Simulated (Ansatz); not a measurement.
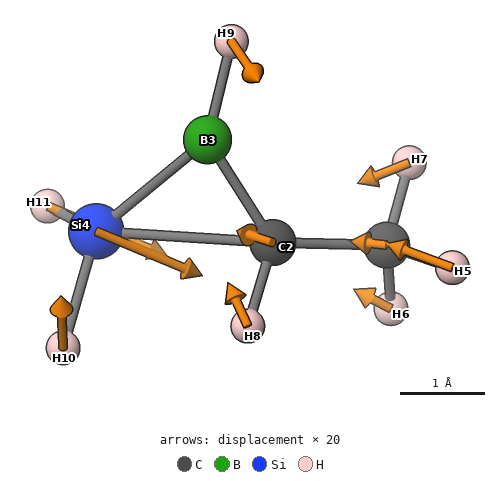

This is a relaxation of C₂H₇BSi. The starting structure is drawn; orange arrows show the displacements, magnified 20 times. The two geometries are superimposed by the best rigid fit.

The picture is a ball-and-stick view, seen face on.

The start comes from PBE-D4/def2-SVP.

Method: RKS PBE0-D4/def2-TZVP (Ansatz 0.2.0).

The input:
```yaml
crystal:
  periodic: [false, false, false]
  atoms:
    - {symbol: C, position_ang: [-0.054602, 1.592851, 0.088755]}
    - {symbol: C, position_ang: [0.456299, 0.179979, -0.099582]}
    - {symbol: B, position_ang: [0.631724, -0.837382, 0.979064]}
    - {symbol: Si, position_ang: [-0.270603, -1.844239, -0.373322]}
    - {symbol: H, position_ang: [0.783929, 2.318125, -0.000750]}
    - {symbol: H, position_ang: [-0.802284, 1.872196, -0.683420]}
    - {symbol: H, position_ang: [-0.516692, 1.734915, 1.084645]}
    - {symbol: H, position_ang: [0.871529, 0.017296, -1.116770]}
    - {symbol: H, position_ang: [0.493264, -0.754892, 2.178821]}
    - {symbol: H, position_ang: [0.175827, -2.033929, -1.792954]}
    - {symbol: H, position_ang: [-1.703091, -2.302021, -0.243886]}
basis:
  gaussian: {orbitals: def2-TZVP}
hamiltonian: {xc: pbe0, dispersion: d4}
relax: {f_tol: 0.005, max_steps: 150}
```

Command:
```bash
ansatz run in.yaml --threads 2 --pin off --events-out ev --progress --plain --max-ram 4352MiB
```

Question: What did the optimiser do to the structure, and how much energy did it gain?

Answer: After 8 geometry steps the energy has fallen by 1.17 kcal/mol. The largest force component goes from 0.49 to 0.0038 eV/Å. H11 moves most after the best rigid fit: 0.078 Å. Largest moves by element: H 0.078 Å, Si 0.072 Å, C 0.034 Å, B 0.004 Å. Among the contacts that change: C2–Si4 2.168 → 2.082 Å, B3–H9 1.211 → 1.189 Å, Si4–H11 1.509 → 1.489 Å, Si4–H10 1.500 → 1.481 Å. Bond angles that change, for instance: C2–B3–Si4 78.0° → 75.0°, Si4–B3–H9 133.1° → 135.9°, C2–Si4–H10 97.9° → 100.8°. The run took 45 s on 2 threads of Arm Neoverse V1 (shared host).
